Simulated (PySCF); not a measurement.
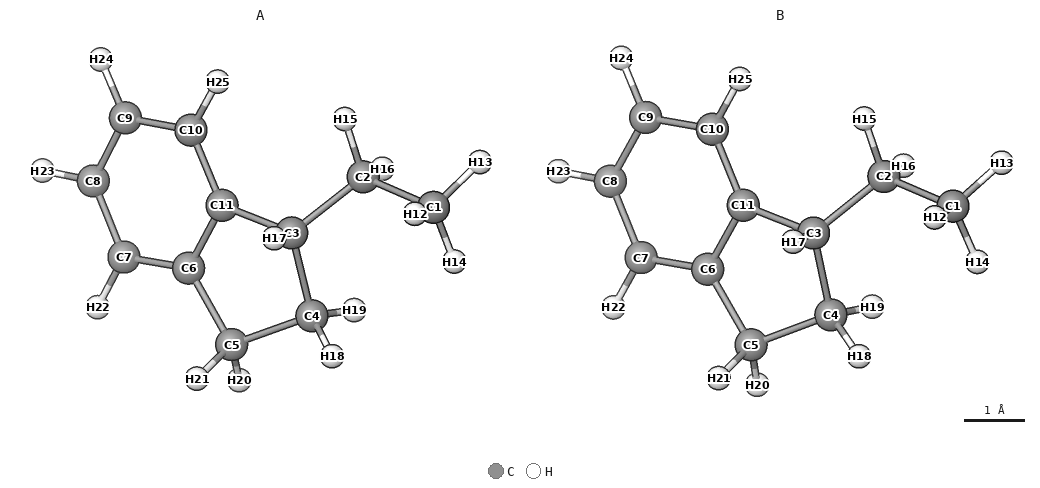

Two geometries of C11H14, drawn at one scale. One is the start of a relaxation, the other its converged end. A ball-and-stick model, seen at a tilt.

All numbers below come from PySCF, PBE0-D3(BJ)/def2-SVP geometry optimisation, gas phase. 

Which of the two is the end point?

Structure B is the relaxed one. The start comes from GFN2-xTB. Its atoms were then displaced at random by about 0.01 Å. After 8 geometry steps the energy has fallen by 5.96 kcal/mol. The atom that moves furthest after the best rigid fit is H18 (0.16 Å). Largest moves by element: H 0.16 Å, C 0.07 Å. Near-neighbour distances that change, for instance: C1–H14 1.053 → 1.101 Å, C4–H18 1.061 → 1.100 Å, C4–C5 1.573 → 1.535 Å, C1–C2 1.554 → 1.520 Å. Bond angles that change, for instance: C2–C1–H13 106.6° → 111.4°, H18–C4–H19 111.2° → 107.3°, H13–C1–H14 110.5° → 107.4°.
